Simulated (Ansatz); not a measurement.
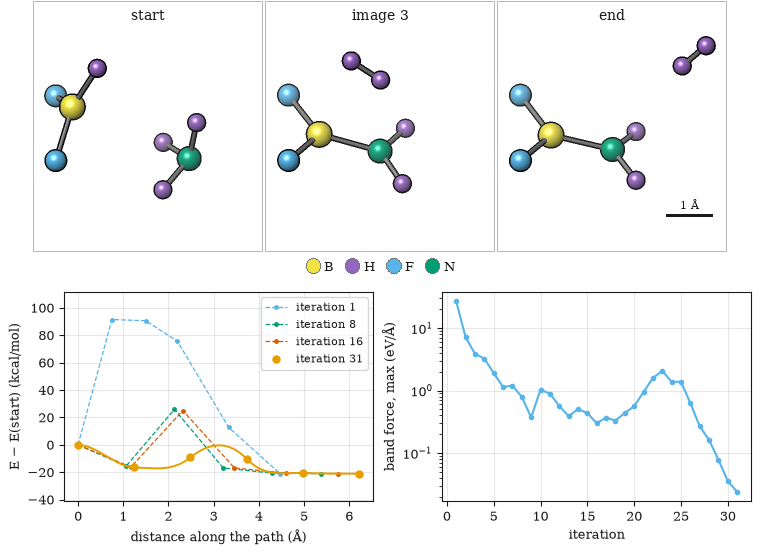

A nudged-elastic-band calculation for BNH4F2, made up of BHF2 and NH3. Images are numbered from 0 (start) to 5 (end). The plot follows the band through its iterations. A ball-and-stick model, seen from a free direction.

Computed with RKS B3LYP/cc-pVDZ in Ansatz. Settings: 4 movable images; no climbing image; force threshold 0.03 eV/Å; iteration limit 60; starting path through a guess of the saddle point.

Question: Judge this run.

Answer: The run is converged, with reservations. The band converged in 31 iterations. The largest component of the band force went from 27 to 0.024 eV/Å. The first iteration put the highest image at 91.5 kcal/mol. Relative to the start the highest point is image 0 at 0.0 kcal/mol and the end lies at −21.0 kcal/mol, but the profile dips to −16.4 kcal/mol at image 1 on the way, so there is an intermediate minimum on the way.

Limits of the set-up: the start holds two separate molecules, 2.6 Å apart at their closest, whose relative position is a soft coordinate and is computed without a dispersion correction.
